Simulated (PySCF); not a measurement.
A series of calculations on BSiH5O and related structures

### Relaxation

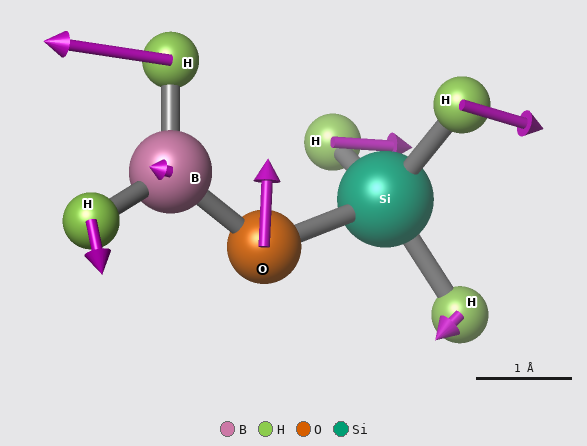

This is a relaxation of BSiH5O. The starting structure is drawn; purple arrows show the displacements, 20 times their true length. The two geometries are superimposed by the best rigid fit.

A ball-and-stick model, seen at a tilt.

It is one of the separated products of a reaction.

Method: RKS PBE0-D4/def2-TZVP, density fitting (PySCF). 

Q: Which element moves most?

A: Hydrogen: up to 0.073 Å, against 0.047 Å for oxygen.

Q: What did the optimiser do to the structure, and how much energy did it gain?

A: Over 5 geometry steps the energy falls by 0.30 kcal/mol. The atom that moves furthest after the best rigid fit is an H atom (0.073 Å). Largest moves by element: H 0.073 Å, O 0.047 Å, B 0.013 Å, Si 0.004 Å. Some distances before and after: O–Si 1.684 → 1.662 Å, B–O 1.358 → 1.348 Å, B–H 1.194 → 1.198 Å. Bond angles that change, for instance: B–O–Si 126.3° → 129.7°. Cost: 30 s on 4 threads of Arm Neoverse V2 (shared host).

### Relaxation

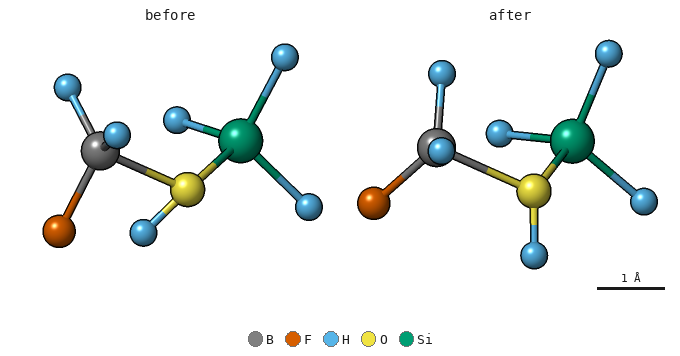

The structure of BSiH6OF (started from a transition state, displaced along its imaginary mode) before (left) and after (right) a relaxation, at one scale.

A ball-and-stick model, seen from a free direction.

Computed with RKS PBE0-D4/def2-TZVP, density fitting in PySCF 2.14.0. 

**What changed between the two?**

Over 32 geometry steps the energy falls by 89.4 kJ/mol. The largest move after the best rigid fit is that of an H atom, 0.87 Å. By element the largest moves are H 0.87 Å, F 0.67 Å, O 0.16 Å, B 0.13 Å, Si 0.13 Å. Near-neighbour distances that change, for instance: B–O 1.611 → 1.680 Å, B–H 1.267 → 1.220 Å, B–H 1.162 → 1.205 Å, H–O 0.928 → 0.963 Å. Among the angles between lasting bonds that change: B–O–H 73.7° → 111.8°, F–B–O 87.0° → 103.1°, B–O–Si 125.8° → 112.6°. Groups turn about B–O by about 40°.

### Reaction

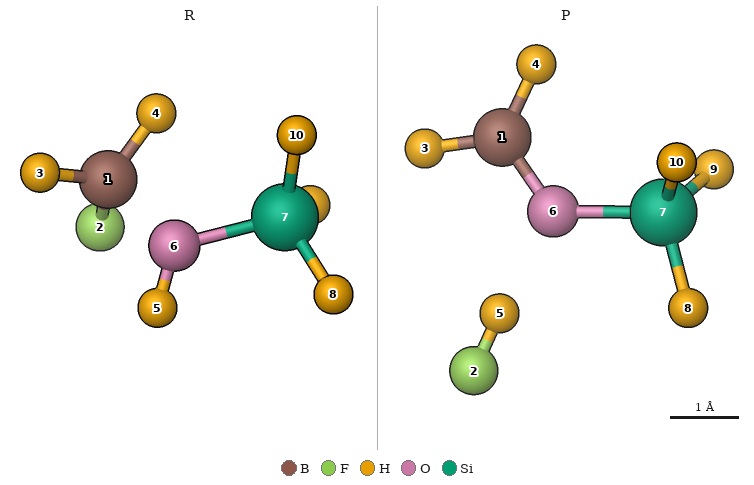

Reactant (R) and product (P) of one elementary step of BSiH6OF. The picture is a ball-and-stick view, seen from a free direction.

Stationary points at PBE0-D4/def2-TZVP, single-point energies with CCSD(T)/CBS, wB97M-V, PBE-D4 (def2-TZVPP where no basis is named; PySCF 2.14.0). The energies are electronic, without zero-point or thermal terms, and both ends are the relaxed geometries reached downhill from the saddle, with any fragments still in contact. CCSD(T)/CBS stands for a frozen-core estimate: MP2 correlation extrapolated from def2-TZVPP and def2-QZVPP, CCSD(T) minus MP2 from the smaller set.

R:
```xyz
10

B    -1.4441    0.0500   -0.1894
F    -1.6562   -1.1577   -0.8118
H    -2.2880    0.3732    0.6075
H    -0.9960    0.9243   -0.9130
H    -0.1310   -1.0928    1.1968
O    -0.0827   -0.2403    0.7516
Si    1.3606    0.2053   -0.0330
H     2.4336   -0.4219    0.7779
H     1.3722   -0.3157   -1.4135
H     1.4320    1.6757    0.0271
```

P:
```xyz
10

B    -1.3091    0.6839   -0.4301
F    -0.9259   -2.3088    1.3389
H    -2.4258    0.3128   -0.2262
H    -1.0573    1.6910   -1.0344
H    -0.7382   -1.5118    0.8847
O    -0.2905   -0.0770    0.0482
Si    1.3550    0.2433   -0.1156
H     2.0538   -0.8750    0.5497
H     1.6848    0.3059   -1.5578
H     1.6533    1.5356    0.5428
```

Q: What is the transition state like, and how high is the barrier?

A: Counted by bonded pieces, R holds BH₂F + SiH₄O and P holds HF + SiBH₅O. From R over the saddle to P, bonds form: B1–O6 (1.68 → 1.51 → 1.36 Å), F2–H5 (2.52 → 1.10 → 0.94 Å). Bonds break: B1–F2 (1.38 → 1.64 → 3.50 Å), H5–O6 (0.96 → 1.28 → 1.72 Å). The saddle has one imaginary mode, 874i cm⁻¹. The end P keeps a soft imaginary mode of 52i cm⁻¹, so it isn't quite a minimum. With CCSD(T)/CBS the barrier is 0.91 eV from R and 0.82 eV from P, and P lies 0.09 eV above R.

```tsv
level	barrier from R (eV)	barrier from P (eV)	P less R (eV)
CCSD(T)/CBS	0.91	0.82	0.09
wB97M-V	0.90	0.71	0.19
PBE-D4	0.75	0.57	0.19
```

Against CCSD(T)/CBS, wB97M-V comes closest on the barrier from R (−0.02 eV) and PBE-D4 misses most (−0.16 eV).

Saddle geometry:

```xyz
10

B    -1.3586    0.1745   -0.0538
F    -1.6546   -1.4340   -0.0955
H    -2.1451    0.6554    0.7045
H    -1.2814    0.5597   -1.1870
H    -0.6571   -1.2897    0.3478
O    -0.0399   -0.1883    0.5748
Si    1.4650    0.2837    0.0330
H     2.4579   -0.4241    0.8725
H     1.6312   -0.0878   -1.3940
H     1.5826    1.7506    0.1977
```

The saddle point in the same view, with dashed sticks for the bonds that form or break:

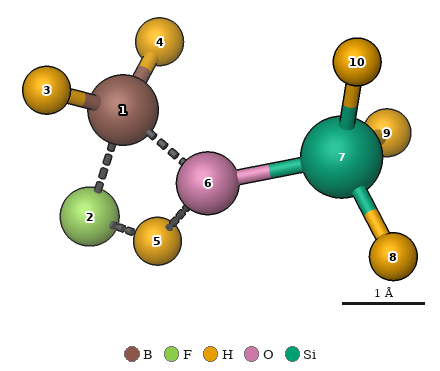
